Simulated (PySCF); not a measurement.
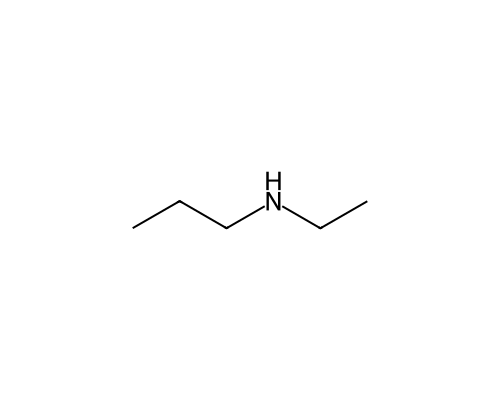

A structural formula.

**Give its SMILES.**

CCCNCC

**What is the molecular formula?**

C5H13N.

**An optimisation with GFN2-xTB gave a structure of which point group?**

C1. Other conformers may differ.

The parts below concern this one geometry. Atoms keep their numbers from picture to picture. The geometry was computed by an optimisation with GFN2-xTB. No frequency run is at hand to confirm it as a minimum.

## Shape

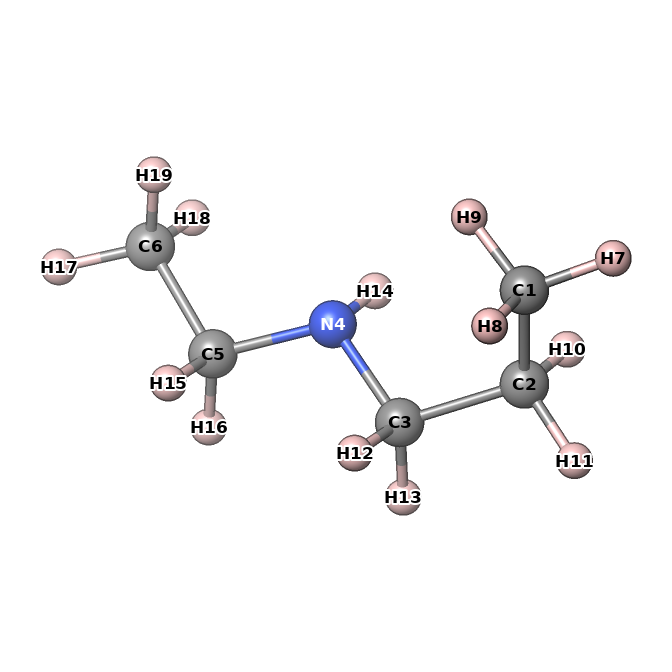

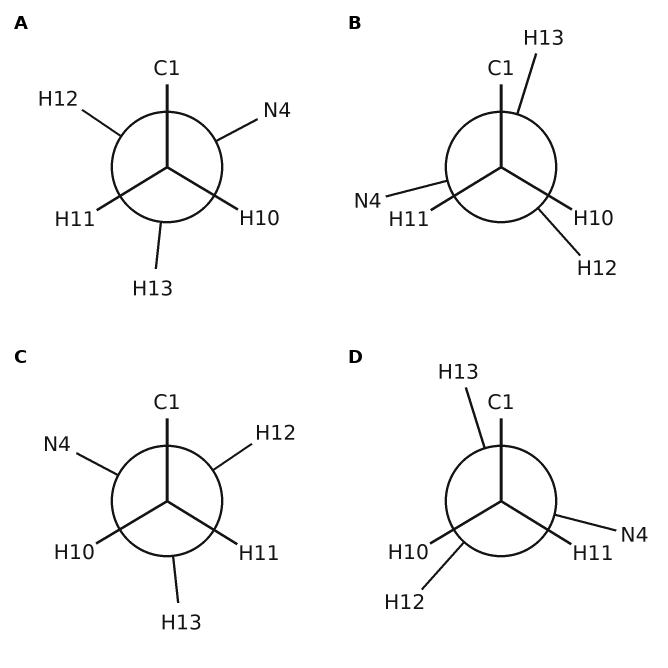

Atoms fade into the background with distance from the viewer. Bonds that would overlap in a projection are set slightly apart. No frequency run is at hand to confirm it as a minimum.

**Which Newman projection shows the view along C2–C3, with C2 in front?**

A. The torsion angle C1–C2–C3–N4 is 62°, synclinal (gauche).

## Electronic properties

No frequency run is at hand to confirm it as a minimum. Level of theory: PBE0/pcSseg-1, gas phase (PySCF 2.14.0).

Predict the main results.

- dipole moment: 0.95 D
- HOMO energy (Kohn–Sham orbital): −6.31 eV
- LUMO energy (Kohn–Sham orbital): 1.52 eV
- HOMO–LUMO gap: 7.83 eV

## Bond orders

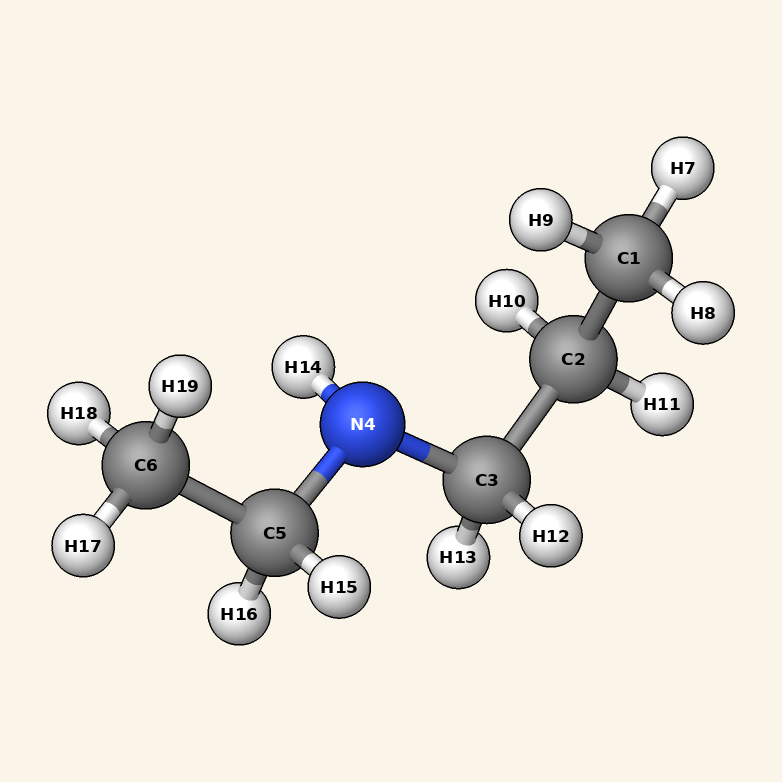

Every bond is drawn as one stick. No frequency run is at hand to confirm it as a minimum. Method: PBE0/pcSseg-1 (PySCF 2.14.0).

List the Mayer bond orders of C1–C2, C2–C3, C3–N4, N4–C5, C5–C6 (bonds between heavy atoms, one of each equivalent set).

```csv
bond,Mayer order,length (Å)
C1–C2,1.05,1.523
C2–C3,1.05,1.527
C3–N4,0.97,1.449
N4–C5,0.97,1.449
C5–C6,1.06,1.522
```

## NMR shielding

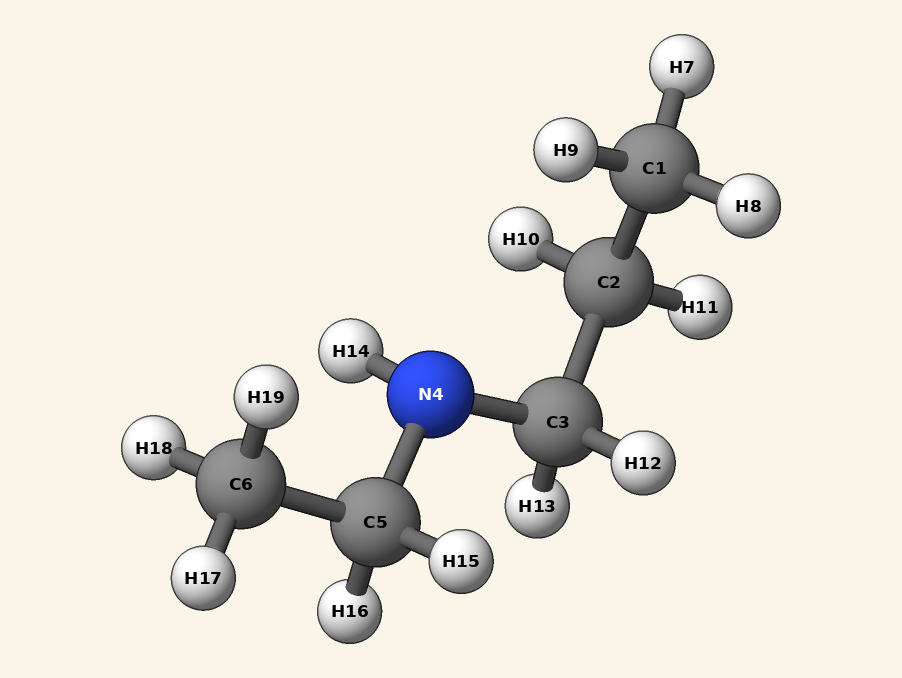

No frequency run is at hand to confirm it as a minimum. Properties computed with GIAO PBE0/pcSseg-1 NMR shielding, non-relativistic, gas phase (PySCF 2.14.0). Principal shieldings σ11 ≤ σ22 ≤ σ33, span Ω = σ33 − σ11, skew κ = 3(σiso − σ22)/Ω.

Give the shielding tensors of the N atoms.

```
atom    σ11    σ22    σ33   σiso     Ω      κ
  N4  147.1  209.1  238.2  198.1  91.1  −0.36
```

Shieldings and span in ppm.

## Quadrupole coupling

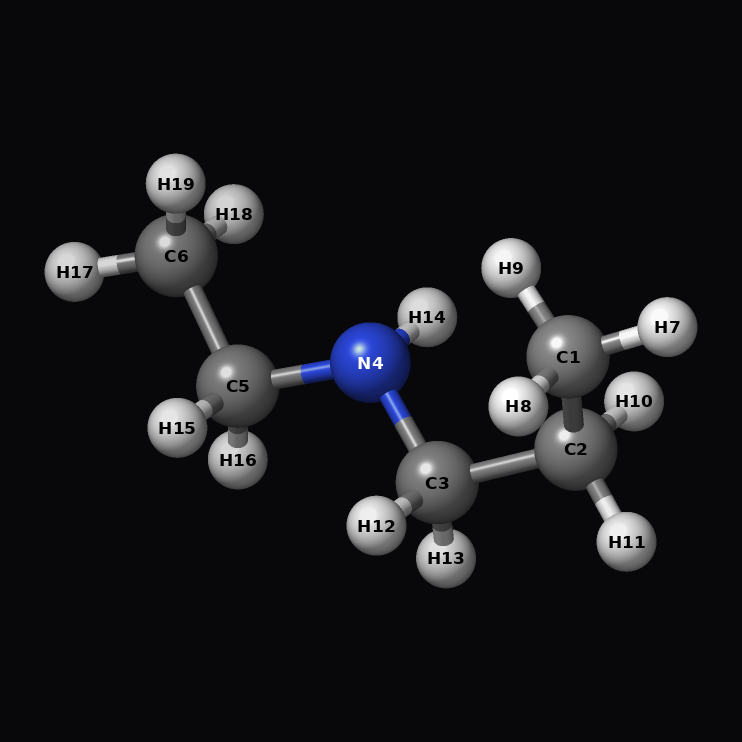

No frequency run is at hand to confirm it as a minimum. Electric field gradients from the ground-state density, PBE0/pcSseg-1 (PySCF 2.14.0), non-relativistic apart from any core potentials.

Give the largest field-gradient component, the quadrupole coupling constant and the asymmetry for 14N at N4 (Q = 20.44 mb), 2H at H7 (Q = 2.86 mb), 2H at H8 (Q = 2.86 mb), 2H at H9 (Q = 2.86 mb), 2H at H10 (Q = 2.86 mb).

```
atom  V_zz (a.u.)  e²qQ/h (MHz)     η
  N4       −1.215         −5.84  0.04
  H7        0.318         0.214  0.02
  H8        0.317         0.213  0.03
  H9        0.314         0.211  0.03
 H10        0.304         0.204  0.02
```
